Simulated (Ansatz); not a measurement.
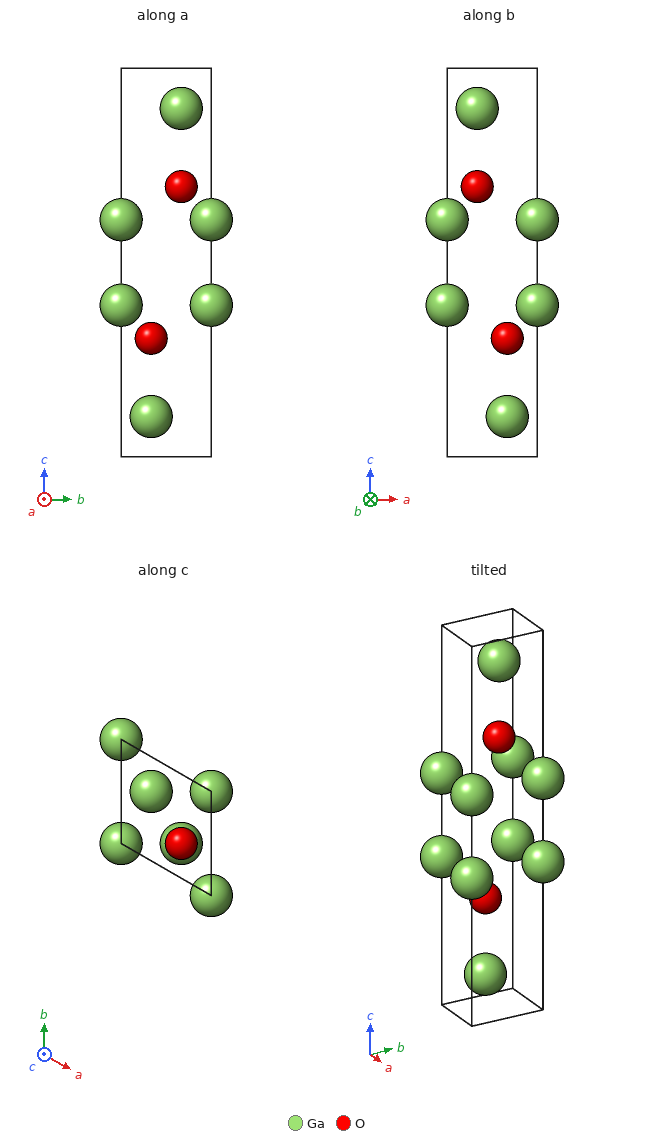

A spheres-only rendering, viewed along the a axis, along the b axis, along the c axis and slightly off an axis. Thin lines show the conventional unit cell, with boundary atoms drawn in all their periodic places.

Lattice parameters: a = 2.931 Å, b = 2.931 Å, c = 10.944 Å, α = 90.00°, β = 90.00°, γ = 120.00°. Put a along x and b in the xy plane.

### Express the structure as a POSCAR file, with free fractional coordinates to two decimals.

```
Ga O
1.0
     2.931    0.000    0.000
    -1.465    2.538    0.000
     0.000    0.000   10.944
Ga O
4 2
Direct
  0.00 0.00 0.39
  0.00 0.00 0.61
  0.6667 0.3333 0.10
  0.3333 0.6667 0.90
  0.6667 0.3333 0.30
  0.3333 0.6667 0.70
```

Origin of the cell: a structure type filled with these elements by a generator (whether the compound takes this form wasn't checked). It was relaxed with DFT PBEsol, scalar-relativistic, plane waves, PAW in Ansatz 0.2.0 under a constraint or pressure on the cell, so some stress remains.

At this level of theory the cell isn't at rest (compressed, at 8 GPa), so its distances can differ from those at equilibrium, the more so the softer the solid.
